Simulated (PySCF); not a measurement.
The calculation's input:

```
{"job": {"xc": "PBE0", "basis": "pcSseg-1", "solvent": "tetrahydrofuran", "kind": "nmr", "pop": true}, "charge": 0, "multiplicity": 1}
F      1.879857     0.280856    -1.156190
C      1.202414     0.015309     0.008101
C      0.323078     1.204088     0.404242
O     -0.840559     1.277085    -0.389646
C     -1.568436     0.097641    -0.332565
O     -0.849274    -1.004395    -0.852741
C      0.333430    -1.237028    -0.205681
F      0.087499    -1.764484     1.055659
H      1.957498    -0.191661     0.775601
H      0.054917     1.095503     1.466085
H      0.862140     2.139410     0.247819
H     -1.877880    -0.124513     0.705709
H     -2.440012     0.217087    -0.977062
H      0.874651    -2.005371    -0.771498
```

Run with:

```sh
OMP_NUM_THREADS=1 python ens_run.py task.json out
```

Geometry: GFN2-xTB.

The calculation used PBE0/pcSseg-1, SCF density, in a tetrahydrofuran solvent model, non-relativistic in PySCF.

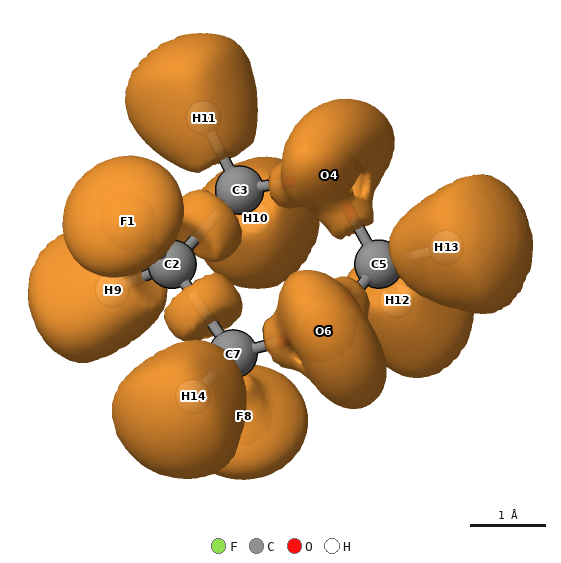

C4H6F2O2. Isosurface of the electron localisation function at 0.75 (orange), seen at a tilt. Only the valence region is drawn (cores and ρ < 0.01 e/Å³ removed).

What do the ELF domains correspond to?

At this value the surface marks out two regions between bonded C–C atoms (shared pairs), six regions around hydrogen nuclei, two regions on F in which the atom's valence shell and bonds are merged and two regions on O in which the atom's valence shell and bonds are merged. Profiles from the grid: C–O (1.37 Å): the ELF peaks at about 0.90 between the atoms, as expected for a polar covalent bond. C–F (1.37 Å): the ELF peaks at about 0.85 between the atoms (a polar covalent bond).
